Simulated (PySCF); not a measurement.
Species, as SMILES: N#N (N2).
Geometry (B3LYP-D3(BJ)/def2-TZVP, fixed):
```xyz
2

N      0.0000     0.0000    -0.5454
N      0.0000     0.0000     0.5454
```

Basis-set convergence of the mean static polarisability at PBE with PySCF. All functions are spherical. Density fitting with generated auxiliary sets. No added dispersion term, no relativity. Reference: the value in aug-cc-pV5Z, 12.17 bohr³. Deviations are taken from unrounded values. Cost is core time over that of aug-pcseg-2, rough, on shared machines of one kind; a dash marks a row that isn't timed (too short, read off another run, short of memory, by another algorithm or on other hardware).

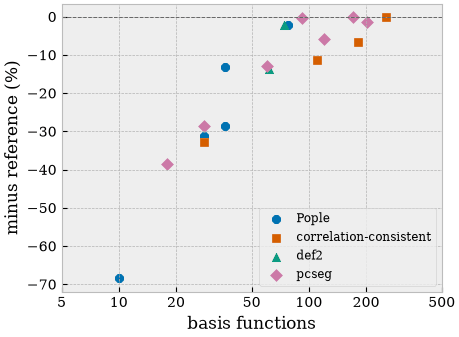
*Deviation from the reference against the number of basis functions, by family of sets.*

```tsv
basis	functions	mean static polarisability (bohr³)	minus reference (%)	cost
STO-3G	10	3.84	-68.5	-
pcseg-0	18	7.47	-38.7	-
6-31G**	28	8.37	-31.2	-
cc-pVDZ	28	8.20	-32.7	-
pcseg-1	28	8.69	-28.6	-
6-31+G*	36	10.59	-13.0	-
6-311G**	36	8.68	-28.7	-
pcseg-2	60	10.59	-13.0	0.5×
def2-TZVPP	62	10.51	-13.7	0.7×
def2-TZVPPD	74	11.91	-2.2	0.8×
6-311++G(3df,3pd)	78	11.90	-2.3	0.7×
aug-pcseg-2	92	12.12	-0.4	1×
cc-pVQZ	110	10.79	-11.4	1×
pcseg-3	120	11.45	-5.9	2×
aug-pcseg-3	170	12.17	0.0	3×
cc-pV5Z	182	11.37	-6.6	4×
pcseg-4	202	11.99	-1.5	5×
aug-cc-pV5Z	254	12.17	0.0	6×
```
